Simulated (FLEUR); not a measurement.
# FePt (c factor at fixed volume 1.15 on the database's cell): from one collinear state to anisotropy, part 2 of 2

Aim: the anisotropy of FePt (c factor at fixed volume 1.15 on the database's cell) from single passes in the potential of one collinear state.

FLEUR MaX-R8.1; PBE; all-electron FLAPW, Dirac cores, scalar-relativistic bands.

So far. Step 2 (Reference state): After 25 cycles the largest moment stands at 2.88 μB.

### 5. Spin–orbit coupling, moments along [001]

Level of this step: PBE; all-electron FLAPW, Dirac cores, scalar-relativistic bands with spin-orbit coupling (FLEUR).

Spin–orbit coupling ties the spins to the lattice and lets orbital moments form.

A new self-consistent run of the start ferro +, with the moments along z. The k list default-1 (kpts.xml, not shown) is a Γ-centred 22×22×13 mesh.

Input file inp.xml:

```
<?xml version="1.0" encoding="UTF-8" standalone="no"?>
<fleurInput fleurInputVersion="0.39">
   <comment>
      FePt
   </comment>
   <calculationSetup>
      <cutoffs Kmax="3.6" Gmax="10.8" GmaxXC="10.8" numbands="72"/>
      <scfLoop itmax="110" minDistance="0.00002" maxIterBroyd="15" imix="Anderson" alpha="0.05" precondParam="0.0" spinf="2.0" sdNocoIR="T"/>
      <coreElectrons ctail="T" frcor="F" kcrel="0" coretail_lmax="0"/>
      <xcFunctional name="pbe" relativisticCorrections="F"/>
      <magnetism jspins="2"/>
      <soc l_soc="T" theta="0.0" phi="0.0" spav="F"/>
      <expertModes spex="0" secvar="F"/>
      <geometryOptimization l_f="F" forcealpha="1.0" forcemix="BFGS" epsdisp="0.00001" epsforce="0.00001"/>
      <ldaU l_linMix="F" mixParam="0.05" spinf="1.0"/>
   </calculationSetup>
   <cell>
      <bzIntegration valenceElectrons="32.0" mode="hist" fermiSmearingEnergy="0.00183747">
         <kPointListSelection listName="default-1"/>
         <xi:include xmlns:xi="http://www.w3.org/2001/XInclude" href="kpts.xml"> </xi:include>
      </bzIntegration>
      <xi:include xmlns:xi="http://www.w3.org/2001/XInclude" href="sym.xml"> </xi:include>
      <bulkLattice scale="1.0">
         <bravaisMatrix>
            <row-1>    4.7992936914868354     0.0000000000000000     0.0000000000000000</row-1>
            <row-2>    0.0000000000000000     4.7992936914868354     0.0000000000000000</row-2>
            <row-3>    0.0000000000000000     0.0000000000000000     8.0842483610387994</row-3>
         </bravaisMatrix>
      </bulkLattice>
   </cell>
   <atomSpecies>
      <species name="Iron (Fe) 2.800" element="Fe" atomicNumber="26">
         <mtSphere radius="2.34" gridPoints="1003" logIncrement="0.0123"/>
         <atomicCutoffs lmax="8" lnonsphr="6"/>
         <electronConfig flipSpins="F">
            <coreConfig>(1s1/2) (2s1/2) (2p1/2) (2p3/2)</coreConfig>
            <valenceConfig>(3s1/2) (3p1/2) (3p3/2) (4s1/2) (3d3/2) (3d5/2)</valenceConfig>
            <stateOccupation state="(3d3/2)" spinUp="1.4" spinDown="1.0"/>
            <stateOccupation state="(3d5/2)" spinUp="3.0" spinDown="0.6"/>
         </electronConfig>
         <energyParameters s="4" p="4" d="3" f="4"/>
         <lo type="SCLO" l="0" n="3" eDeriv="0"/>
         <lo type="SCLO" l="1" n="3" eDeriv="0"/>
      </species>
      <species name="Platinum (Pt)" element="Pt" atomicNumber="78">
         <mtSphere radius="2.34" gridPoints="1003" logIncrement="0.0131"/>
         <atomicCutoffs lmax="8" lnonsphr="6"/>
         <electronConfig flipSpins="F">
            <coreConfig>(1s1/2) (2s1/2) (2p1/2) (2p3/2) (3s1/2) (3p1/2) (3p3/2) (4s1/2) (3d3/2) (3d5/2) (4p1/2) (4p3/2) (5s1/2) (4d3/2) (4d5/2) (4f5/2) (4f7/2)</coreConfig>
            <valenceConfig>(5p1/2) (5p3/2) (6s1/2) (5d3/2) (5d5/2)</valenceConfig>
            <stateOccupation state="(6s1/2)" spinUp="0.500000" spinDown="0.500000"/>
            <stateOccupation state="(5d3/2)" spinUp="1.800000" spinDown="1.800000"/>
            <stateOccupation state="(5d5/2)" spinUp="2.700000" spinDown="2.700000"/>
         </electronConfig>
         <energyParameters s="6" p="6" d="5" f="5"/>
         <lo type="SCLO" l="1" n="5" eDeriv="0"/>
      </species>
   </atomSpecies>
   <atomGroups>
      <atomGroup species="Iron (Fe) 2.800">
         <relPos label="                   1">.0000000000 .0000000000 .0000000000</relPos>
         <force calculate="T" relaxXYZ="TTT"/>
      </atomGroup>
      <atomGroup species="Platinum (Pt)">
         <relPos label="                   2">1.000/2.000 1.000/2.000 1.000/2.000</relPos>
         <force calculate="T" relaxXYZ="TTT"/>
      </atomGroup>
   </atomGroups>
   <output dos="F" band="F" slice="F">
      <bandDOS minEnergy="-.5*Htr" maxEnergy="0.5*Htr" sigma="0.015" storeEVData="T"/>
      <plotting iplot="0" polar="F">
         <plot TwoD="T" vec1="  1.0  0.0  0.0" vec2="  0.0  1.0  0.0" vec3="  0.0  0.0  1.0" zero="  0.0  0.0  0.0" file="plot"/>
      </plotting>
      <moessbauerParams electricFieldGradient="F" isomerShift="F" coreHyperfine="F" valenceHyperfine="F"/>
   </output>
</fleurInput>
```

Input file crystal.txt:

```
FePt
&input film=F cartesian=F /
2.53967685000  0.00000000000  0.00000000000
0.00000000000  2.53967685000  0.00000000000
0.00000000000  0.00000000000  4.27800000000
1.8897261246
1.0 1.0 1.0

2
26 0.00000000000  0.00000000000  0.00000000000 : 2.800
78 0.50000000000  0.50000000000  0.50000000000

&soc 0.0000000 0.0000000 /
&kpt div1=22 div2=22 div3=13 gamma=T /
```

Started as:

```console
OMP_NUM_THREADS=1 inpgen -f crystal.txt > inpgen.log  # inp.xml is then edited as shown
OMP_NUM_THREADS=1 mpirun -n 4 fleur_MPI > fleur.log
```

The log of the run:

```text
[banner, memory and clock lines left out]
Welcome to FLEUR        (www.flapw.de)
      MaX-Release 8.1          (www.max-centre.eu)

 ========== k-point set info ==========
 Selected k-point list: default-1
 k-point list type: mesh
 0 x 0 x 0
 Number of k points: 864

 [... set-up left out ...]
 Iteration:     1   Distance:      47.17191867 me/bohr^3
 Iteration:     2   Distance:      14.85287367 me/bohr^3
 Iteration:     3   Distance:      13.22602496 me/bohr^3
 Iteration:     4   Distance:       7.69774227 me/bohr^3
 Iteration:     5   Distance:       8.21117383 me/bohr^3
 Iteration:     6   Distance:       4.35514057 me/bohr^3
 Iteration:     7   Distance:       3.00544848 me/bohr^3
 Iteration:     8   Distance:       1.07164148 me/bohr^3
 Iteration:     9   Distance:       1.07054282 me/bohr^3
 Iteration:    10   Distance:       0.27864171 me/bohr^3
 Iteration:    11   Distance:       0.21003939 me/bohr^3
 Iteration:    12   Distance:       0.03396303 me/bohr^3
 Iteration:    13   Distance:       0.03241456 me/bohr^3
 Iteration:    14   Distance:       0.01533290 me/bohr^3
[... lines left out ...]
 Iteration:    19   Distance:       0.00142328 me/bohr^3
 Iteration:    20   Distance:       0.00051524 me/bohr^3
 Iteration:    21   Distance:       0.00034739 me/bohr^3
 Iteration:    22   Distance:       0.00026676 me/bohr^3
 Iteration:    23   Distance:       0.00007977 me/bohr^3
 Iteration:    24   Distance:       0.00005936 me/bohr^3
 Iteration:    25   Distance:       0.00000490 me/bohr^3

 ********************************************************************
 Run finished successfully
 Stop message:
   all done
 ********************************************************************

--- out.xml (last complete iteration) ---
<iteration numberForCurrentRun="   25" overallNumber="   25">
         [... left out ...]
         <bandgap value="0.0025253414" units="eV"/>
         <sumValenceSingleParticleEnergies value="-17.7379847979" units="Htr"/>
         <FermiEnergy value="0.4449703782" units="Htr"/>
         [... left out ...]
         <magneticMomentsInMTSpheres units="muBohr">
            <globalMagMoment atomType="1" vec="0.00000   0.00000   2.86638"/>
            <globalMagMoment atomType="2" vec="0.00000   0.00000   0.23539"/>
         </magneticMomentsInMTSpheres>
         <orbitalMomentsInMTSpheres units="muBohr">
            <globalMagMoment atomType="1" vec="0.00000   0.00000   0.06784"/>
            <globalMagMoment atomType="2" vec="0.00000   0.00000   0.02392"/>
         </orbitalMomentsInMTSpheres>
         [... left out ...]
         <totalEnergy value="   -19719.5778335405" units="Htr">
            <sumOfEigenvalues value="   -12059.8000172114">
               <coreElectrons value="-12042.0620324134"/>
               <valenceElectrons value="-17.7379847979"/>
            </sumOfEigenvalues>
         [... left out ...]
            <freeEnergy value="-19719.5782920202"/>
            <extrapolationTo0K value="-19719.5780627803"/>
         </totalEnergy>
         <densityConvergence units="me/bohr^3">
            <chargeDensity spin="1" distance="0.0000023702"/>
            <chargeDensity spin="2" distance="0.0000035178"/>
            <overallChargeDensity distance="0.0000048994"/>
            <spinDensity distance="0.0000034614"/>
         </densityConvergence>
      </iteration>
```

The job ended after 6.3 min (4 MPI ranks of Arm Neoverse V2, shared host; peak memory 0.91 GiB; 25 min of CPU time).

Spin moment in the muffin-tin sphere by atom:

| atom | spin moment in the muffin-tin sphere (μB) |
| --- | --- |
| Fe1 | 2.87 |
| Pt2 | 0.24 |

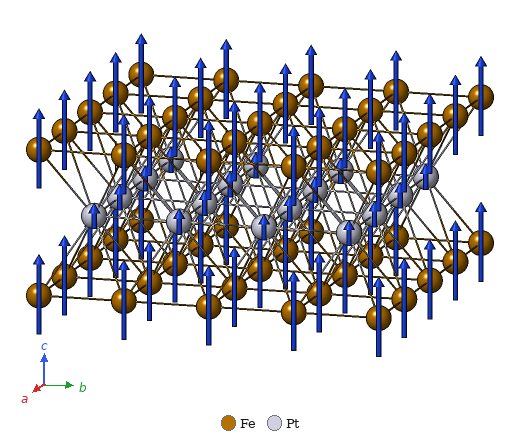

Spin moment in the muffin-tin sphere as arrows, the longest 2.87 μB. Up and down stand for the sign. Arrows give size and sign along the axis of quantisation, drawn up and down the page. Each arrow also spans its atom, so small moments look longer than they are. 4×4×1 cells are drawn. Some periodic images of atoms are drawn too.

Read from the output:

| Property | Result |
| --- | --- |
| free energy | -536597.0615 eV |
| program's band gap on this mesh (in a metal only a level spacing) | 0.002525 eV |
| magnetization | 3.018 μB |
| final state | ferromagnetic |
| orbital moment along the spin | 0.06784 μB |

Orbital moment in the sphere, along the spin axis by atom:

| atom | orbital moment in the sphere, along the spin axis (μB) |
| --- | --- |
| Fe1 | 0.0678 |
| Pt2 | 0.0239 |

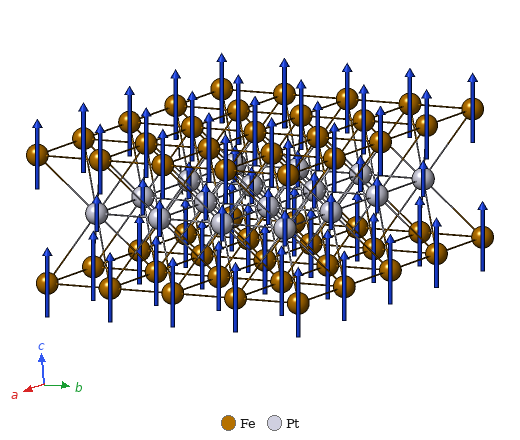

Orbital moment in the sphere, along the spin axis as arrows, the longest 0.0678 μB. Up and down stand for the sign. Arrows give size and sign along the axis of quantisation, drawn up and down the page. Each arrow also spans its atom, so small moments look longer than they are. 4×4×1 cells are drawn. Some periodic images of atoms are drawn too.

### 6. Summary of results

| Item | Value |
| --- | --- |
| reference state | ferromagnetic |
| largest sphere moment | 2.88 μB |
| easy direction of those tried | [001] |
| energy along [100] less [001], force theorem | 2.13 meV a primitive cell |
| orbital moment on the atom of largest spin, along its spin (spin–orbit run) | 0.0678 μB |

By the force theorem the moments prefer [001]; shape anisotropy is not in it. The difference for the second direction goes from 3.2 meV (mesh 15×15×9, 72 states, 4.4 min of CPU time) to 2.1 meV (mesh 22×22×13, 72 states, 13 min), so it is not converged. The orbital moment is parallel to the spin. The state was typed, and no other order was converged beside it, so it need not be the ground state.

[Logs and program files are shortened in this print: banners, set-up blocks, solver, clock and traceback lines can be left out without a mark of their own.]

[Logs are printed without paths, hosts, clocks, repeated set-up lines and the standing remarks that a program may print on its own settings, such as how far it seeks lower states.]

[Hosts, paths, dates, database ids (printed as entryN), source tags and the programs' standing remarks are cut or masked in the printed files.]

[Where a cell is said to come from a database of computed structures, the database is the Materials Project.]
